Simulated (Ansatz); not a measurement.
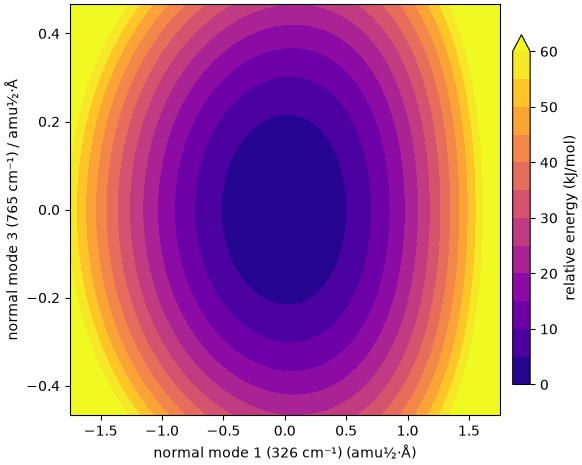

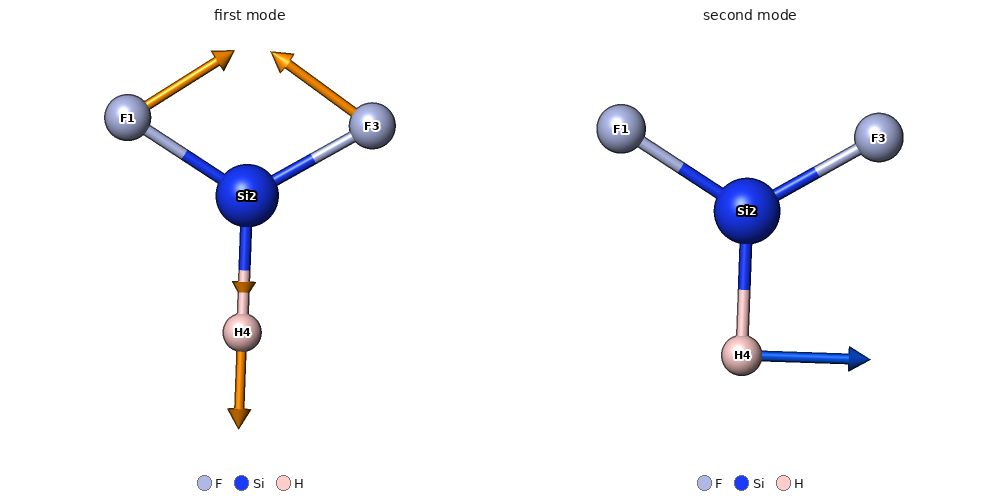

Energy landscape of F2HSi, SMILES F[SiH+]F, charge +1. The first coordinate is: normal mode 1 (326 cm⁻¹); the second: normal mode 3 (765 cm⁻¹). Nothing is relaxed (straight displacements along the two mass-weighted modes). The scan uses a 15 × 15 grid; 120 points were computed and 105 follow by symmetry. All energies are given in kJ/mol relative to the lowest grid point. These are results of Ansatz 0.2.0, RKS PBE0-D4/def2-TZVP, not measurements.

In the figure: filled contours, one colour for all values above the top of the scale. Between grid points the surface is interpolated. The second picture is the structure at the lowest point

Where are the wells?

Answer. The lowest grid point is at normal mode 1 (326 cm⁻¹) = 0.00 amu½·Å, normal mode 3 (765 cm⁻¹) = 0.000 amu½·Å. No other kind of well shows on this grid. The highest grid point, normal mode 1 (326 cm⁻¹) = 1.75 amu½·Å, normal mode 3 (765 cm⁻¹) = −0.467 amu½·Å, lies 91 kJ/mol above the lowest.

Each point was launched as `ansatz run input.yaml --threads 1 --pin off --max-ram 2560MiB --backend cpu --events-out ev --progress --plain --runs-dir out`. The whole map (120 points run) took 4.3 min on 1 thread of Intel(R) Xeon(R) Platinum 8259CL CPU @ 2.50GHz (Skylake/Cascade Lake) (shared host).
